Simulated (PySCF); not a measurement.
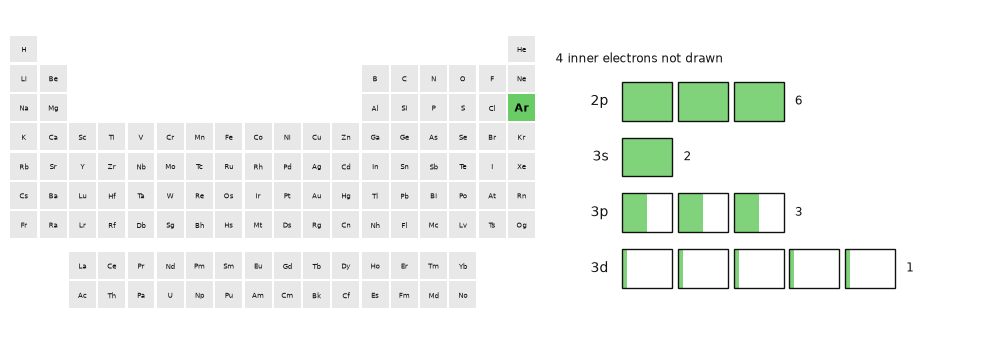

**Figure 1.** Left, the place of argon in the periodic table; right, the outer shells of the nominal configuration: a box for each of the 2l + 1 orbitals, shaded by the share of the shell that is filled, with the electron count at the right.

Run report: Ar²⁺, atomic calculation

System: Ar²⁺, configuration 1s2 2s2 2p6 3s2 3p3 3d1, multiplicity 5.
Method: unrestricted HF, x2c-QZVPPall plus 1 even-tempered diffuse shell per l, spin-free X2C-1e, Gaussian nucleus (PySCF).

## The program's output (extracts)
```
damping factor = 0
level_shift factor = 0
DIIS = <class 'pyscf.scf.diis.CDIIS'>
diis_start_cycle = 1
diis_space = 10
diis_damp = 0
SCF conv_tol = 1e-09
SCF conv_tol_grad = None
number electrons alpha = 10  beta = 6
cycle= 1 E= -526.498174837502  delta_E= -0.00384  |g|= 0.0217  |ddm|= 0.0287
cycle= 2 E= -526.498388898292  delta_E= -0.000214  |g|= 0.0058  |ddm|= 0.00733
cycle= 3 E= -526.498408790765  delta_E= -1.99e-05  |g|= 0.000791  |ddm|= 0.0033
cycle= 4 E= -526.498409361295  delta_E= -5.71e-07  |g|= 8.83e-05  |ddm|= 0.000858
cycle= 5 E= -526.498409367234  delta_E= -5.94e-09  |g|= 1.59e-05  |ddm|= 9.2e-05
cycle= 6 E= -526.498409367377  delta_E= -1.44e-10  |g|= 3.13e-06  |ddm|= 1.27e-05
converged SCF energy = -526.498409367377  <S^2> = 6.0014561  2S+1 = 5.0005824
```

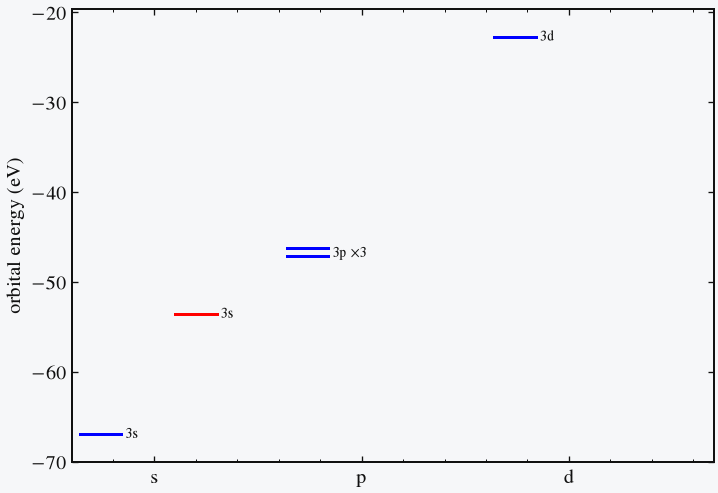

**Figure 2.** Orbital energies of the mean field, from the top down to −67.0 eV, by angular momentum, α spin at the left of each column and β at the right; ×n counts the orbitals under one label. Empty levels that the record names by l alone aren't drawn. The highest filled orbital is 3d α at −22.8 eV, the lowest empty one p β at −26.0 eV.

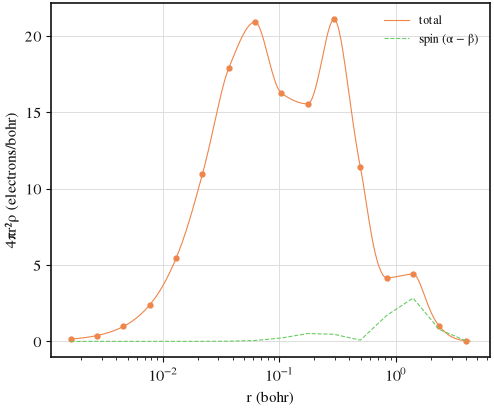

**Figure 3.** Spherically averaged radial density 4πr²ρ of the mean field and its spin part; markers are the stored points, which are sparse, and the line is a monotone interpolation between them. The largest stored value is 21.1 electrons/bohr at r = 0.30 bohr. Root-mean-square radii of the shells: 1s 0.0991, 2p 0.416, 2s 0.445, 3s 1.42, 3p 1.56, 3d 2.04 bohr.

## Input
```python
from pyscf import gto, scf, dft, mp, cc
import basis_set_exchange as bse
mol = gto.M(atom="Ar 0 0 0", charge=2, spin=4, symmetry="D2h",
            basis=gto.basis.parse(bse.get_basis("x2c-QZVPPall", elements=["Ar"], fmt="nwchem", header=False, augment_diffuse=1)),
            nucmod="G")
mf = scf.UHF(mol).sfx2c1e()
mf.irrep_nelec = {'Ag': (3, 3), 'B1g': (1, 0), 'B1u': (2, 1), 'B2u': (2, 1), 'B3u': (2, 1)}
mf.kernel()
```

The script is an equivalent of what the driver set up; the driver started from orbitals of its own, so the log can be shorter than this script's would be, and it computed the properties (radii, ⟨L²⟩, response) afterwards. It held the occupations shell by shell, which the script's counts by irreducible representation don't always enforce.

The run was one of a batch that the task file lists, launched with:
```bash
OMP_NUM_THREADS=1 python <driver script> TASK.json OUT
```

## Summary

```tsv
quantity	value
outcome	converged
total energy	−526.498409 hartree
⟨S²⟩	6.001
⟨L²⟩	6.03
SCF iterations	6
hardware	1 CPU thread, shared host
CPU time	3.2 s (integrals apart)
```

## Notes

This is not the ground configuration of the species.
